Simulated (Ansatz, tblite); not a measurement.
# GeMeCl3 (CH₃Cl₃Ge): one state, many levels

How do method and basis change the picture of GeMeCl3 (CH₃Cl₃Ge) (singlet)?

The runs use Ansatz 0.2.0, Gaussian basis; as each input shows.

Plan: GFN1-xTB, GFN2-xTB, PBE-D4/def2-TZVP, r2SCAN-D4/def2-TZVP, LC-ωPBE/def2-TZVP, BHLYP-D4/def2-TZVP, ωB97M-V/def2-TZVP, PBE-D4/def2-SVP, PBE0-D4/def2-SVP, HF/STO-3G, HF/6-31G, B3LYP-D4/6-31G, PBE0-D4/def2-TZVPD, PBE-D4/def2-TZVPD, LC-ωPBE/def2-TZVPD, CCSD(T)/def2-TZVP, RPA/def2-TZVP.

2 further runs of the same task are left out: 2 set aside as unsound or not needed.

### Step 1. The geometry

The geometry is that of the singlet, from an earlier relaxation (r2SCAN-D4/def2-SVP).

8 atoms, charge 0, spin multiplicity 1.

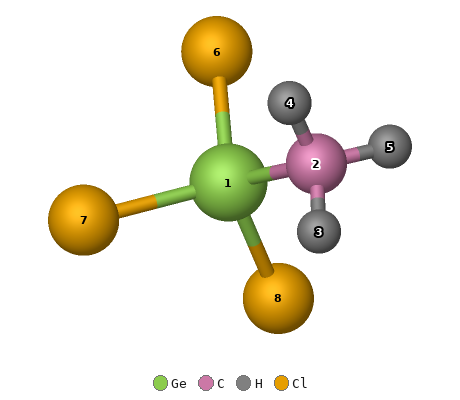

The structure; germanium green, carbon pink, hydrogen grey, chlorine amber; atoms are numbered from 1 in the order of the file.

PBE0-D4/def2-TZVP was run before; its log isn't repeated, and its numbers join the tables.

### Step 2. GFN1-xTB

Tight binding, by tblite at 300 K electronic temperature and without a spin-polarisation term:

```python
tblite.interface.Calculator('GFN1-xTB', numbers, positions, charge=0, uhf=0).singlepoint()
```

Energy -498.2797 eV, HOMO -12.32 eV, LUMO -6.28 eV; 0.011 s.

### Step 3. GFN2-xTB

Tight binding, by tblite at 300 K electronic temperature and without a spin-polarisation term:

```python
tblite.interface.Calculator('GFN2-xTB', numbers, positions, charge=0, uhf=0).singlepoint()
```

Energy -527.7547 eV, HOMO -11.94 eV, LUMO -6.26 eV; 0.009 s.

### Step 4. PBE-D4/def2-TZVP

start.molden holds the orbitals of an earlier run on this state, given as this run's starting guess.

The input, in.yaml:

```yaml
crystal:
  periodic: [false, false, false]
  atoms:
    - {symbol: Ge, position_ang: [-0.001821, 0.002348, -0.806043]}
    - {symbol: C, position_ang: [0.002556, -0.003253, 1.119475]}
    - {symbol: H, position_ang: [-1.034457, 0.036524, 1.481510]}
    - {symbol: H, position_ang: [0.557666, 0.874074, 1.480295]}
    - {symbol: H, position_ang: [0.486934, -0.923514, 1.475201]}
    - {symbol: Cl, position_ang: [2.000667, -0.024886, -1.588195]}
    - {symbol: Cl, position_ang: [-0.980214, 1.755093, -1.576138]}
    - {symbol: Cl, position_ang: [-1.031322, -1.716397, -1.586084]}
basis:
  gaussian: {orbitals: def2-TZVP, initial_orbitals: start.molden}
hamiltonian: {xc: pbe, dispersion: d4}
scf: {omitted_lower_state_checks: [starts]}
output: {forces: true, orbitals: {seedname: orbitals}}
```

On the command line:

```
> ansatz run in.yaml --threads 4 --pin off --events-out ev --progress --plain --max-ram 4787MiB
```

The runs that follow: r2SCAN-D4/def2-TZVP; LC-ωPBE/def2-TZVP; BHLYP-D4/def2-TZVP; ωB97M-V/def2-TZVP; PBE-D4/def2-SVP; PBE0-D4/def2-SVP; HF/STO-3G; HF/6-31G; B3LYP-D4/6-31G; PBE0-D4/def2-TZVPD; PBE-D4/def2-TZVPD; LC-ωPBE/def2-TZVPD; CCSD(T)/def2-TZVP; RPA/def2-TZVP.

Before running them: what should the planned runs give, taken together? Wanted: gap in def2-TZVP, named functionals, smallest and largest; correlation energy, CCSD(T)/def2-TZVP; binding an atom, CCSD(T)/def2-TZVP; PBE0 total energy, smallest basis above largest.

**Answer**, as computed:

```
                                                 quantity                                 value
gap in def2-TZVP, named functionals, smallest and largest  5.46 eV (PBE-D4), 13.00 eV (LC-ωPBE)
                    correlation energy, CCSD(T)/def2-TZVP                             -29.11 eV
                       binding an atom, CCSD(T)/def2-TZVP                              3.329 eV
          PBE0 total energy, smallest basis above largest       21.38 eV (def2-SVP, def2-TZVPD)
```

**Reading.** Orbital gaps of the named functionals in def2-TZVP span 5.46 eV (PBE-D4) to 13.00 eV (LC-ωPBE); exact exchange widens it. A small miss in a minimal or small basis is a cancelling of errors, not accuracy. The functionals in def2-TZVP miss CCSD(T)/def2-TZVP by -0.011 (BHLYP-D4) to +0.159 eV (PBE-D4) an atom. CCSD(T)/def2-TZVP isn't at the basis-set limit; small misses against it rank nothing.
